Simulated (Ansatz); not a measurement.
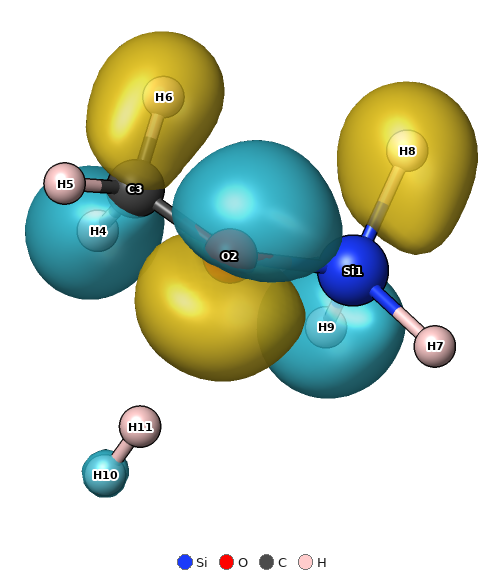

Figure 1: CH6OSi···H2. One frontier orbital at ±0.1 Å⁻³ᐟ² (yellow and cyan are the two phases), seen across its widest extent.

Method: Ansatz 0.2.0, RKS LDA/def2-mTZVP.

```yaml
atoms:
  - { symbol: Si, position_ang: [-0.2087, 0.4273, 0.1106] }
  - { symbol: O, position_ang: [0.1158, 0.1293, 1.7060] }
  - { symbol: C, position_ang: [-0.9299, -0.3016, 2.5445] }
  - { symbol: H, position_ang: [-1.3057, -1.2997, 2.2430] }
  - { symbol: H, position_ang: [-0.5455, -0.3759, 3.5742] }
  - { symbol: H, position_ang: [-1.7786, 0.4103, 2.5401] }
  - { symbol: H, position_ang: [1.0822, 0.8462, -0.5082] }
  - { symbol: H, position_ang: [-1.2413, 1.5117, -0.0142] }
  - { symbol: H, position_ang: [-0.7483, -0.8065, -0.5563] }
  - { symbol: H, position_ang: [0.9709, -2.7195, 1.4489] }
  - { symbol: H, position_ang: [0.9141, -1.9536, 1.5280] }
```

> Which orbital is it: HOMO or LUMO?

The HOMO, at −6.82 eV. Its weight (Hirshfeld) is mainly on O2 (about 50 %), C3 (about 10 %), H9 (about 5 %), H8 (about 5 %) and H4 (about 5 %).
